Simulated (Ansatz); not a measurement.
```yaml
atoms:
  - { symbol: Cl, position_ang: [-2.4177, -0.5775, 1.7904] }
  - { symbol: C, position_ang: [-1.1311, -0.2850, 0.7191] }
  - { symbol: N, position_ang: [-1.1877, -0.4043, -0.5306] }
  - { symbol: C, position_ang: [0.1454, -0.0541, -1.0131] }
  - { symbol: C, position_ang: [0.9464, 0.3009, 0.2555] }
  - { symbol: O, position_ang: [0.0031, 0.0996, 1.3271] }
  - { symbol: H, position_ang: [0.0759, 0.7824, -1.7123] }
  - { symbol: H, position_ang: [0.5730, -0.9007, -1.5555] }
  - { symbol: H, position_ang: [1.2750, 1.3405, 0.2892] }
  - { symbol: H, position_ang: [1.8007, -0.3532, 0.4333] }
```

Geometry: PBE0-D4/def2-TZVP.

These are results of Ansatz, RKS PBE0-D4/def2-TZVPP, not measurements.

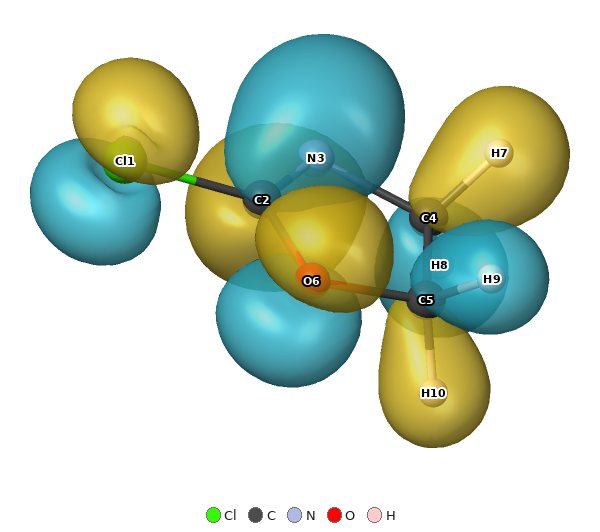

C3H4ClNO. The HOMO at ±0.08 Å⁻³ᐟ² (yellow and cyan are the two phases), seen at an oblique angle.

### Describe this orbital and give its energy.

By Hirshfeld shares it lies mainly on N3 (about 35 %), O6 (about 20 %), C2 (about 15 %), Cl1 (about 10 %) and C4 (about 10 %). Its energy is −7.51 eV.
